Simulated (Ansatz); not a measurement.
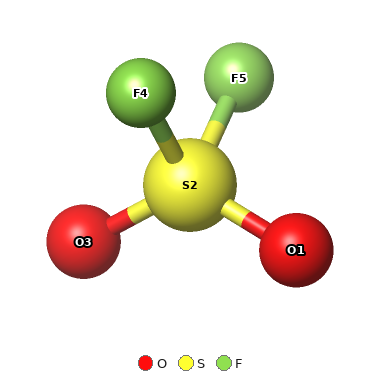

The system is F₂O₂S (SMILES O=S(=O)(F)F) with the probe Cu+; the picture shows it without the atoms that are moved over the map. The probe is moved over the plane through the molecule's long axis and the normal of its main plane. First axis: x of the probe's Cu atom. Second axis: z of the probe's Cu atom. Nothing is relaxed (molecule and probe rigid). Grid: 11 × 11 points; 27 points were computed and 71 follow by symmetry. At 23 points there is no value (left out of the scan, as a rule where atoms come close). Points are written as (first, second). All energies are given in eV relative to the lowest grid point. Computed with Ansatz, RKS BHLYP-D4/def2-SVP.

Range: x of the probe's Cu atom from −4.35 to 4.35 Å; z of the probe's Cu atom from −4.35 to 4.35 Å.

Q: What landscape does the calculation give?

A: The lowest grid point is at (−3.48 Å, 0.00 Å) [nearest 1 O at 2.37 Å]. The highest grid point, (0.00 Å, −2.61 Å) [nearest 1 F at 1.71 Å], lies 1.59 eV above the lowest.

| z of the probe's Cu atom ↓, x of the probe's Cu atom → | −4.35 | −3.48 | −2.61 | −1.74 | −0.87 | 0.00 | 0.87 | 1.74 | 2.61 | 3.48 | 4.35 |
| --- | --- | --- | --- | --- | --- | --- | --- | --- | --- | --- | --- |
| 4.35 | 0.89 | 0.89 | 0.89 | 0.88 | 0.87 | 0.86 | 0.87 | 0.88 | 0.89 | 0.89 | 0.89 |
| 3.48 | 0.86 | 0.84 | 0.80 | 0.73 | 0.66 | 0.64 | 0.66 | 0.73 | 0.80 | 0.84 | 0.86 |
| 2.61 | 0.80 | 0.71 | 0.54 | 0.40 | 0.78 | 1.59 | 0.78 | 0.40 | 0.54 | 0.71 | 0.80 |
| 1.74 | 0.71 | 0.45 | 0.09 | 0.78 | – | – | – | 0.78 | 0.09 | 0.45 | 0.71 |
| 0.87 | 0.59 | 0.14 | 0.24 | – | – | – | – | – | 0.24 | 0.14 | 0.59 |
| 0.00 | 0.54 | 0.00 | – | – | – | – | – | – | – | 0.00 | 0.54 |
| −0.87 | 0.59 | 0.14 | 0.24 | – | – | – | – | – | 0.24 | 0.14 | 0.59 |
| −1.74 | 0.71 | 0.45 | 0.09 | 0.78 | – | – | – | 0.78 | 0.09 | 0.45 | 0.71 |
| −2.61 | 0.80 | 0.71 | 0.54 | 0.40 | 0.78 | 1.59 | 0.78 | 0.40 | 0.54 | 0.71 | 0.80 |
| −3.48 | 0.86 | 0.84 | 0.80 | 0.73 | 0.66 | 0.64 | 0.66 | 0.73 | 0.80 | 0.84 | 0.86 |
| −4.35 | 0.89 | 0.89 | 0.89 | 0.88 | 0.87 | 0.86 | 0.87 | 0.88 | 0.89 | 0.89 | 0.89 |

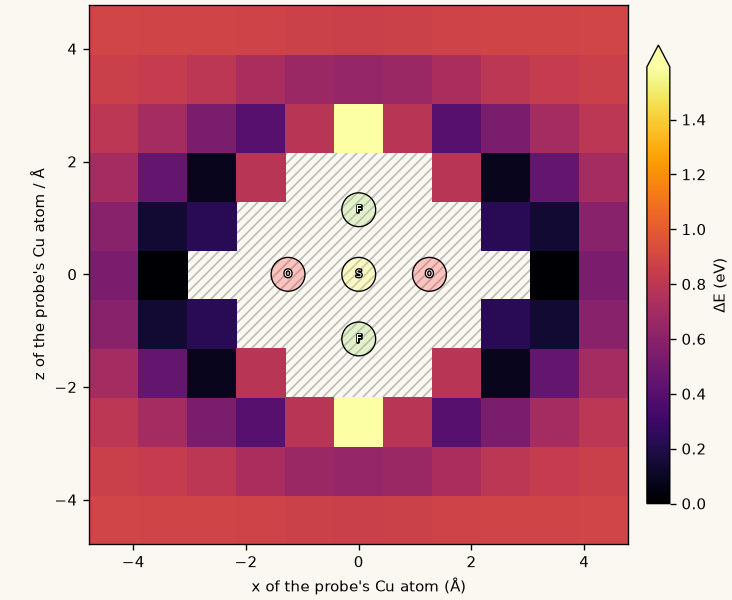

Drawn: one coloured cell a grid point, labelled circles for the molecule's atoms, projected on the plane, one colour for all values above the top of the scale, hatched blanks where no value was computed.

Each point was launched as `ansatz run input.yaml --threads 1 --pin off --max-ram 2560MiB --backend cpu --events-out ev --progress --plain --runs-dir out`. Time for the 27 points that were run: 2.9 min on 1 thread of Arm Neoverse V2, on a shared host.
